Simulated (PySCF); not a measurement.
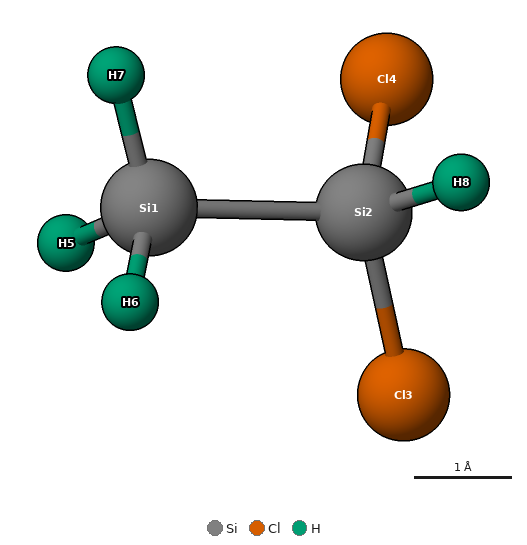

The structure (ball-and-stick view, seen at a tilt; atoms are numbered from 1 in the order of the input). Bond lengths as drawn: Cl–Si 2.07 Å, H–Si 1.49 Å and Si–Si 2.34 Å.

**What a change does: NMR shielding calculation on Si₂H₄Cl₂**

System: Si₂H₄Cl₂.
Method of run A: GIAO mPW1PW91/pcSseg-2 NMR shielding, non-relativistic, gas phase (PySCF 2.14.0).

The geometry comes from this level: PBE0-D3(BJ)/def2-SVP. Text and figures count atoms from 1; the logs count them from 0 in places.

### Input, run A
```
{"job": {"kind": "nmr", "xc": "mPW1PW91", "basis": "pcSseg-2", "pop": false}, "charge": 0, "multiplicity": 1}
Si    -0.662042     0.013363     0.543219
Si     1.634164     0.345655     0.807839
Cl     2.632324    -1.069273    -0.322046
Cl     2.108037     2.235311     0.114396
H     -0.982492     0.117338    -0.910423
H     -1.033596    -1.341418     1.050454
H     -1.408324     1.058595     1.306143
H      2.140742     0.243704     2.202533
```

The first line tells a small driver script what to run in PySCF; the rest is the geometry in Å.

Launched with:
```bash
OMP_NUM_THREADS=1 python <driver script> task.json out
```

Hardware: 1 CPU thread, shared host.

### Output (run A)
```
coarse grid: 8976 points
cycle   1  E = -1501.9853609606  dE =  6.677e-02  |g| = 3.390e-01  |ddm| = 2.155e+00
cycle   2  E = -1501.9701707523  dE =  1.519e-02  |g| = 4.262e-01  |ddm| = 6.820e-01
cycle   3  E = -1502.0151453451  dE = -4.497e-02  |g| = 3.746e-02  |ddm| = 3.968e-01
cycle   4  E = -1502.0153679087  dE = -2.226e-04  |g| = 1.413e-02  |ddm| = 3.569e-02
cycle   5  E = -1502.0154111143  dE = -4.321e-05  |g| = 2.904e-03  |ddm| = 1.405e-02
cycle   6  E = -1502.0154128654  dE = -1.751e-06  |g| = 6.826e-04  |ddm| = 2.944e-03
final grid: 68832 points
cycle   7  E = -1502.0276544439  dE = -2.979e-05  |g| = 4.325e-03  |ddm| = 1.599e-02
cycle   8  E = -1502.0276545216  dE = -7.767e-08  |g| = 2.842e-03  |ddm| = 4.163e-03
cycle   9  E = -1502.0276556865  dE = -1.165e-06  |g| = 6.847e-04  |ddm| = 2.754e-03
cycle  10  E = -1502.0276558072  dE = -1.207e-07  |g| = 1.307e-04  |ddm| = 6.801e-04
cycle  11  E = -1502.0276558113  dE = -4.110e-09  |g| = 2.331e-05  |ddm| = 1.319e-04
cycle  12  E = -1502.0276558115  dE = -1.323e-10  |g| = 4.614e-06  |ddm| = 2.256e-05
converged SCF energy = -1502.0276558115

GIAO shielding tensors (ppm)
atom      isotropic    diamagn.    paramagn.     s11        s22        s33       span
  0 Si     439.134     880.106    -440.972    432.515    435.277    449.610     17.095
  1 Si     319.700     875.492    -555.793    281.783    334.837    342.479     60.696
  2 Cl     879.899    1148.169    -268.271    721.486    918.023   1000.188    278.701
  3 Cl     879.853    1147.849    -267.995    720.550    917.878   1001.133    280.583
  4 H       27.628      29.511      -1.883     24.819     26.213     31.852      7.033
  5 H       27.647      28.918      -1.271     24.420     25.789     32.731      8.311
  6 H       27.647      28.757      -1.110     24.396     25.830     32.716      8.320
  7 H       25.112      26.503      -1.391     21.698     23.366     30.272      8.573
```

Run B used a changed input.

### The two runs side by side

```csv
quantity,run A,run B
outcome,converged,converged
total energy (hartree),−1502.027656,−1501.412451
HOMO (eV),−8.42,−8.39
LUMO (eV),−0.70,−0.70
dipole moment (D),1.82,1.82
shielding of Si1 (ppm),439.1,441.4
shielding of Si2 (ppm),319.7,321.1
shielding of Cl3 (ppm),879.9,879.4
shielding of Cl4 (ppm),879.9,879.3
shielding of H6 (ppm),27.6,27.6
shielding of H7 (ppm),27.6,27.6
shielding of H8 (ppm),25.1,25.0
SCF iterations,12,12
basis functions,228,228
wall time (shared host),20 s,20 s
```

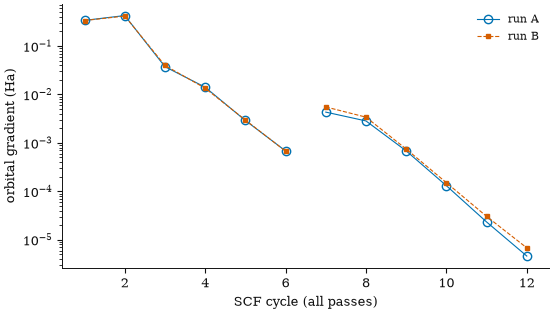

Convergence of the two runs: orbital gradient against the SCF cycle. A break in a curve parts two SCF passes (coarse and final grid). Run A takes 12 cycles in all, and run B takes 12.

Which change of the input explains these differences?

The change (lines with − go, lines with + come):
```diff
-"xc": "mPW1PW91"
+"xc": "PBE0"
```

The total energies belong to different methods, so their difference says nothing on which is more stable or more accurate. Of all shieldings, the largest change is that of Si1, by +2.3 ppm. The functional changes from mPW1PW91 to PBE0. The number of SCF iterations is the same.

### Output (run B)
```
coarse grid: 8976 points
cycle   1  E = -1501.3679406231  dE =  6.825e-02  |g| = 3.364e-01  |ddm| = 2.158e+00
cycle   2  E = -1501.3534105413  dE =  1.453e-02  |g| = 4.165e-01  |ddm| = 6.671e-01
cycle   3  E = -1501.3965302887  dE = -4.312e-02  |g| = 3.973e-02  |ddm| = 3.915e-01
cycle   4  E = -1501.3967832880  dE = -2.530e-04  |g| = 1.347e-02  |ddm| = 3.614e-02
cycle   5  E = -1501.3968222998  dE = -3.901e-05  |g| = 2.967e-03  |ddm| = 1.354e-02
cycle   6  E = -1501.3968241367  dE = -1.837e-06  |g| = 6.757e-04  |ddm| = 3.031e-03
final grid: 68832 points
cycle   7  E = -1501.4124487297  dE = -4.071e-05  |g| = 5.529e-03  |ddm| = 1.600e-02
cycle   8  E = -1501.4124491483  dE = -4.186e-07  |g| = 3.402e-03  |ddm| = 5.085e-03
cycle   9  E = -1501.4124506882  dE = -1.540e-06  |g| = 7.473e-04  |ddm| = 3.205e-03
cycle  10  E = -1501.4124508283  dE = -1.401e-07  |g| = 1.510e-04  |ddm| = 7.602e-04
cycle  11  E = -1501.4124508338  dE = -5.459e-09  |g| = 3.038e-05  |ddm| = 1.524e-04
cycle  12  E = -1501.4124508340  dE = -2.183e-10  |g| = 6.807e-06  |ddm| = 2.839e-05
converged SCF energy = -1501.4124508340

GIAO shielding tensors (ppm)
atom      isotropic    diamagn.    paramagn.     s11        s22        s33       span
  0 Si     441.412     879.999    -438.587    434.536    437.472    452.227     17.691
  1 Si     321.102     875.347    -554.245    283.141    336.409    343.755     60.615
  2 Cl     879.387    1147.931    -268.544    720.559    917.243   1000.361    279.802
  3 Cl     879.340    1147.614    -268.273    719.602    917.073   1001.346    281.744
  4 H       27.568      29.418      -1.851     24.751     26.138     31.815      7.064
  5 H       27.582      28.839      -1.257     24.338     25.709     32.697      8.359
  6 H       27.583      28.684      -1.101     24.315     25.750     32.682      8.367
  7 H       25.025      26.457      -1.432     21.608     23.272     30.196      8.588
```
